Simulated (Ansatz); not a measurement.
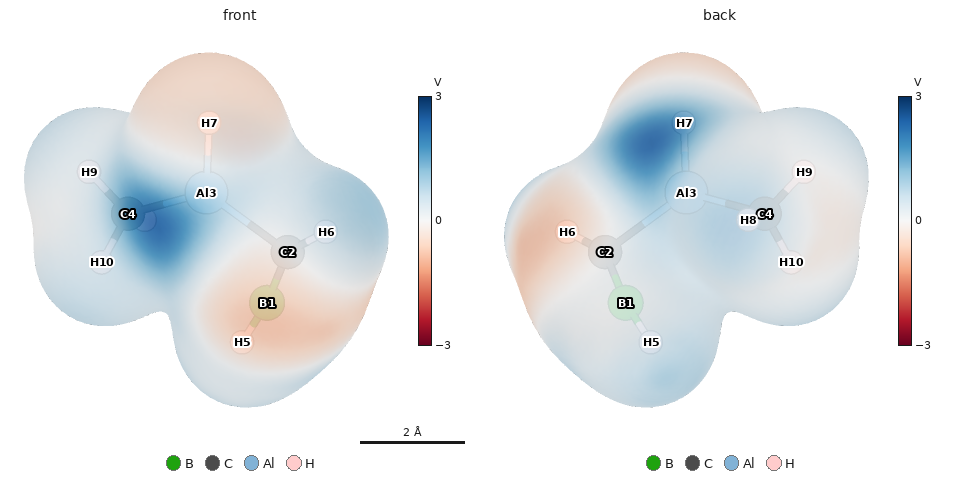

C₂H₆AlB (SMILES B=[CH][AlH][CH3]). The electrostatic potential painted on the density surface at 0.002 e/bohr³, seen from the front and from behind; red is negative and blue positive.

Level of theory: RKS PBE/def2-SVP (Ansatz 0.2.0).

The calculation's input:

```
crystal:
  periodic: [false, false, false]
  atoms:
    - { symbol: B, position_ang: [-1.96995, -1.19902, -0.4393] }
    - { symbol: C, position_ang: [-1.26889, -1.1012, 0.73898] }
    - { symbol: Al, position_ang: [0.36612, 0.00611, 0.77147] }
    - { symbol: C, position_ang: [1.26762, 1.0702, -0.65099] }
    - { symbol: H, position_ang: [-2.46634, -1.20259, -1.47535] }
    - { symbol: H, position_ang: [-1.38277, -1.50766, 1.73716] }
    - { symbol: H, position_ang: [1.0727, 0.048, 2.1577] }
    - { symbol: H, position_ang: [1.58503, 0.46048, -1.50497] }
    - { symbol: H, position_ang: [2.16858, 1.56691, -0.26993] }
    - { symbol: H, position_ang: [0.62791, 1.85878, -1.06479] }
basis:
  gaussian: { orbitals: def2-SVP }
hamiltonian:
  xc: pbe
relax:
  f_tol: 0.015
  max_steps: 40
output:
  orbitals: {}
```

Run with:

```sh
ansatz run input.yaml --threads 1 --pin off --max-ram 2048MiB --backend cpu --events-out ev --progress --plain --runs-dir out
```

The fields are those of the relaxed geometry.

Q: Describe the electrostatic potential map.

A: The most negative region (about −0.8 V) lies over the π face of C2, the most positive (about +2.3 V) over Al3.
